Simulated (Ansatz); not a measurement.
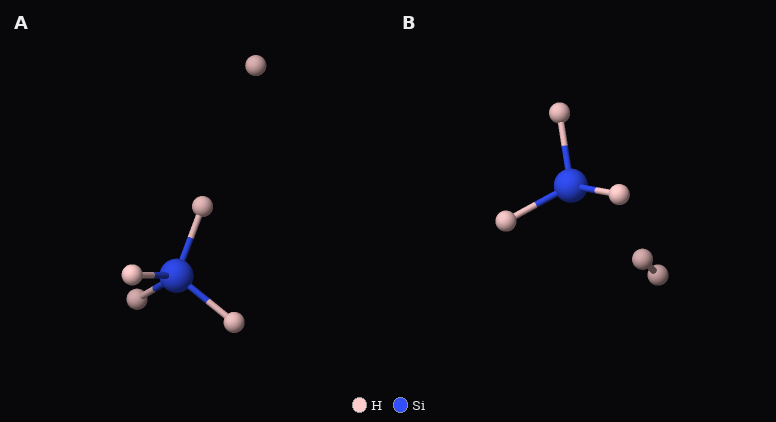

2 stationary structures of one formula. State: neutral, doublet. Geometries: PBE0-D4/def2-TZVP. Electronic energies: B3LYP-D4/def2-TZVPP (Ansatz 0.2.0), without zero-point energy. No frequency run is at hand to confirm each as a minimum.

Question: Rank them by energy, lowest first.

Answer: B is lowest (C3v); A lies 14.9 kcal/mol above it (C3v).
